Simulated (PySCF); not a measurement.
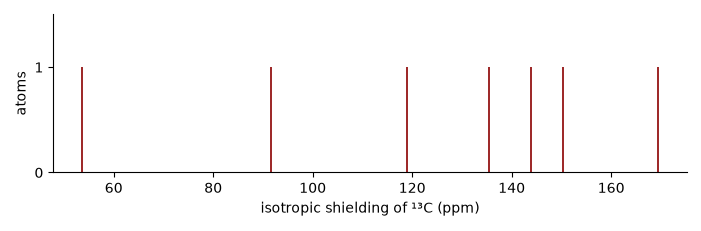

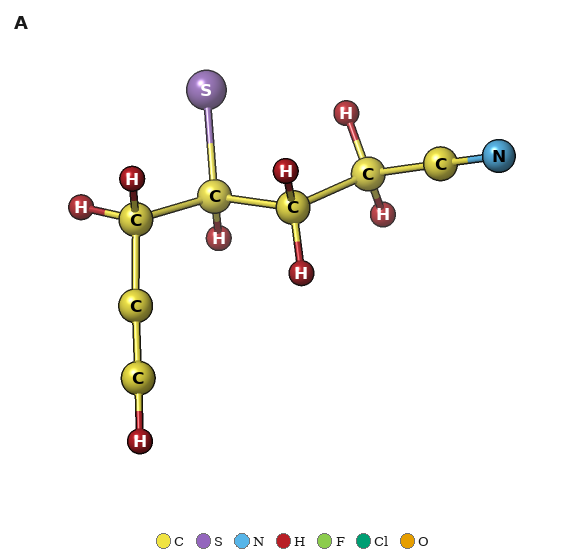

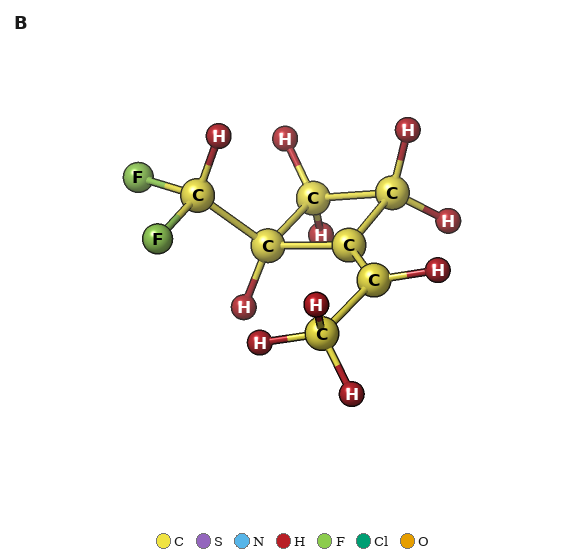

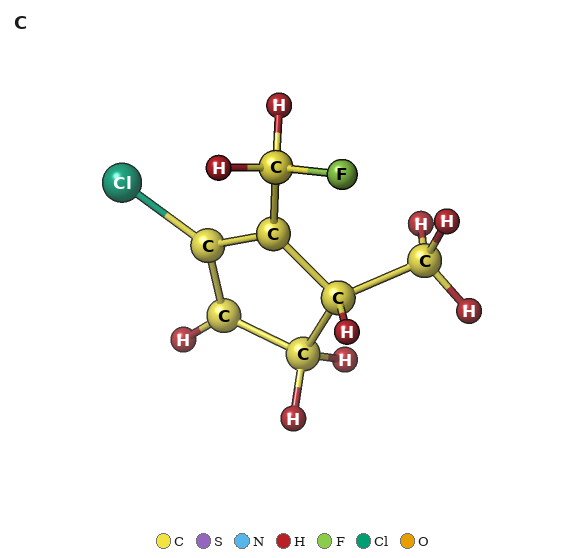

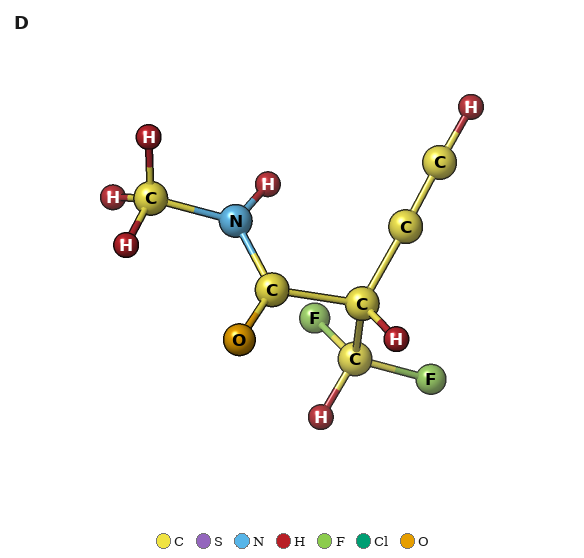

The sticks are computed shieldings of one of the molecules, for one fixed geometry (GFN2-xTB) without averaging over rotations. Low shielding means a high chemical shift. Method: GIAO PBE0/pcSseg-1 NMR shielding, non-relativistic, gas phase (PySCF 2.14.0).

Match the spectrum to a structure.

Answer. A, `C#CC[C@@H]([S-])CCC#N`. Its 7 C atoms give lines at 53.6, 91.7, 118.9, 135.4, 143.8, 150.3, 169.4 ppm.
